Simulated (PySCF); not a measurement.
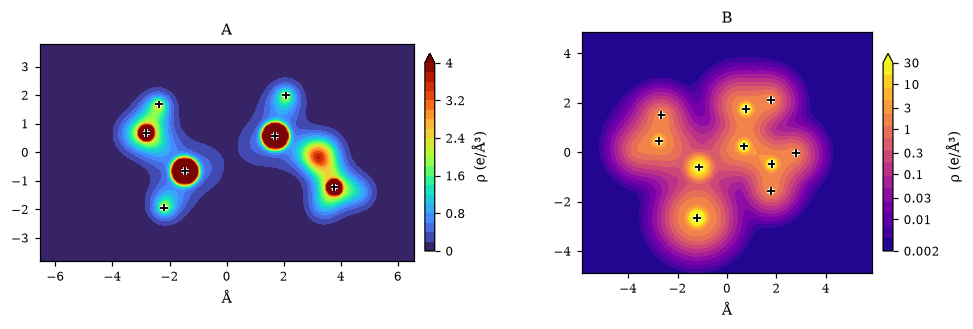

The total electron density of 2 systems, each on a plane through atoms (crosses mark nuclei in the plane).

The calculation used PySCF, PBE0/pcSseg-1, SCF density, gas phase, non-relativistic.

System 1: C₆H₁₁AlClN, the plane of atoms C2, C3 and H14. Geometry: GFN2-xTB.

```tsv
atom	x (Å)	y (Å)	z (Å)
C	-1.6943	-1.0481	1.4276
C	-1.4517	-0.3409	0.3244
C	-2.0496	-0.7755	-0.9879
Al	-0.2933	1.3036	0.3326
C	-0.3918	2.5860	-1.1897
Cl	0.3083	1.9923	2.1740
N	1.4006	0.2444	-0.1318
C	2.1887	-0.5284	0.1802
C	3.1643	-1.4921	0.5643
H	-2.3152	-1.9384	1.4402
H	-1.2836	-0.7523	2.3828
H	-1.2667	-0.8657	-1.7409
H	-2.7465	-0.0153	-1.3399
H	-2.5786	-1.7263	-0.9079
H	-0.5791	2.0900	-2.1452
H	0.5339	3.1593	-1.3142
H	-1.1861	3.3305	-1.0738
H	3.7965	-1.0682	1.3442
H	2.6604	-2.3777	0.9514
H	3.7783	-1.7664	-0.2932
```

System 2: C₂H₉Cl₂NSi₄, the plane of atoms Si6, C7 and H16. Geometry: GFN2-xTB.

```xyz
18

C    -3.5747   -0.6767    0.1391
N    -2.7666   -0.4318    1.0658
Si   -1.0583   -0.3740    1.1924
Si   -0.1878    1.6442    0.2668
Cl   -1.5557    2.5122   -0.9966
Si    1.4629    0.4150   -0.9411
C     3.1637    0.5902   -0.0966
Si    0.4035   -1.6047   -0.2384
Cl   -0.6544   -2.4788   -1.7801
H    -4.6383   -0.5434    0.3182
H    -3.2995   -1.0335   -0.8553
H    -0.9279   -0.6076    2.6359
H     0.1612    2.7592    1.1569
H     1.7143    0.7069   -2.3661
H     3.5661    1.5927   -0.2011
H     3.0894    0.3783    0.9659
H     3.8924   -0.0966   -0.5153
H     1.2008   -2.7451    0.2381
```

> Match each panel to its system.

Panel A is system 2, C₂H₉Cl₂NSi₄: the plane holds C, Si and H. C–Si (1.91 Å): ρ is about 0.89 e/Å³ halfway. Panel B is system 1, C₆H₁₁AlClN: the plane holds C, Al, Cl and H. C–C (1.33 Å): ρ is about 2.3 e/Å³ halfway.
